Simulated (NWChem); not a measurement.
# SF (Monosulfur monofluoride) at UB3LYP/6-31G(d) (spherical functions)

Wanted: energy and gradient of SF (Monosulfur monofluoride). Input form: an ASE script.

The calculation is run with NWChem 7.3.0.

6 further runs of the same task are left out: 6 set aside as unsound or not needed. Runs told in other sessions of the task aren't counted.

## (1) The molecule

SF: 2 atoms, total charge 0, spin state doublet. SMILES: `F[S]`. The shape is that of a PBE0-D4/def2-TZVP optimisation.

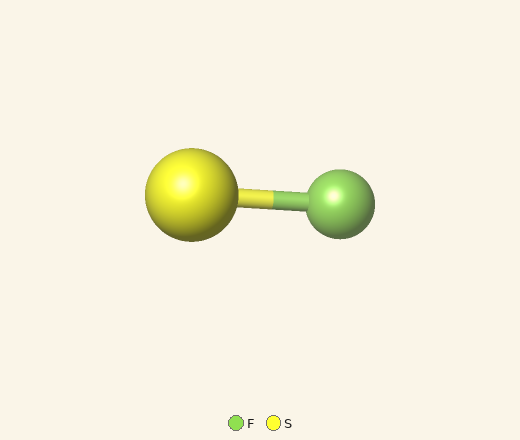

Viewed from a chosen angle; fluorine green, sulfur yellow.

## (2) Energy and gradient at UB3LYP/6-31G(d) (spherical functions)

File work.xyz:

```xyz
2

F      0.000000     0.000000     0.016120
S      0.000000     0.000000     1.610410
```

File run.py:

```python
from ase.io import read
from ase.calculators.nwchem import NWChem

system = read('work.xyz')

calc = NWChem(
    label='work',
    theory='dft',
    memory='2200 mb',
    basis='6-31G*',
    basispar='spherical bse',
    dft={'xc': 'b3lyp', 'mult': '2', 'grid': 'xfine', 'convergence': 'energy 1e-08', 'iterations': '100', 'mulliken': None},
)
system.calc = calc

forces = system.get_forces()
e = system.get_potential_energy()
print(f"E = {e:.6f} eV")
print("forces (eV/A):")
for s, f in zip(system.symbols, forces):
    print(f"{s:2s} {f[0]:10.5f} {f[1]:10.5f} {f[2]:10.5f}")
```

Launch:

```bash
$ export ASE_NWCHEM_COMMAND="nwchem PREFIX.nwi > PREFIX.nwo"
$ python run.py
```

The program printed:

```text
E = -13549.749147 eV
forces (eV/A):
F    -0.00000    0.00000   -1.17669
S     0.00000   -0.00000    1.17669
```

The calculator wrote work.nwi:

```
title "work"

permanent_dir work

scratch_dir work

start work

geometry units angstrom nocenter noautosym noautoz
  F  0.0000000000000000e+00 0.0000000000000000e+00 1.6119999999999999e-02
  S  0.0000000000000000e+00 0.0000000000000000e+00 1.6104099999999999e+00
end

memory 2200 mb

basis spherical bse noprint
   * library 6-31G*
end

dft
  xc b3lyp
  mult 2
  grid xfine
  convergence energy 1e-08
  iterations 100
  mulliken
end

task dft gradient
```

work.nwo, shortened:

```text
[...]
      One electron energy =     -783.905757865202
[... 1 line left out ...]
    Exchange-Corr. energy =      -36.151799368211
[... 6 lines left out ...]
                    DFT Final Alpha Molecular Orbital Analysis
[... 552 lines left out ...]
          Convergence on energy requested:  1.00D-08
[...]
  wavefunction    = open shell
                         DFT ENERGY GRADIENTS
    atom               coordinates                        gradient
                 x          y          z           x          y          z
   1 F       0.000000   0.000000   0.030462    0.000000  -0.000000   0.022883
   2 S       0.000000   0.000000   3.043234   -0.000000   0.000000  -0.022883
[...]
```

It took 4.2 s on 1 thread of Intel Xeon 6975P-C (Granite Rapids), shared host; peak memory 0.11 GiB.

## (3) Results

Level: UB3LYP/6-31G* (spherical functions).

```
                          quantity          value
                      total energy  -497.94410 Eh
                     dipole moment         0.78 D
HOMO energy (highest over α and β)       -6.70 eV
 LUMO energy (lowest over α and β)       -4.56 eV
                              ⟨S²⟩          0.752
          largest force on an atom     1.177 eV/Å
```

The largest force is 1.18 eV/Å: the shape isn't a stationary point for this species at this level.
